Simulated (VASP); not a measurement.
Band structure of RuSe (relaxed from the wurtzite structure, space group P6_3mc). These are PBE GGA, VASP's PBE PAW potentials (set 64) (plane waves; VASP) values and carry that method's errors.

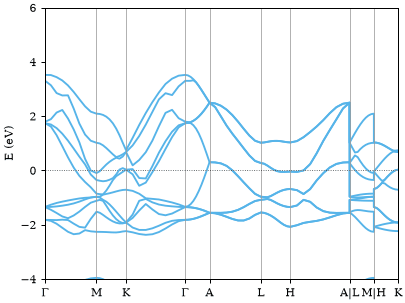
Fig. 1. Bands along high-symmetry lines, zero at the valence-band maximum or, without a gap, the Fermi level

Q: Read the plot: is there a gap, and where are the band edges?

A: It has no gap at this level: it comes out as a metal or semimetal. (Edges off the drawn lines would not show.)

The structure was generated: RuSe was put into the wurtzite type (P6_3mc), which need not be its known phase. It was relaxed first, which changed the volume by -29 %.
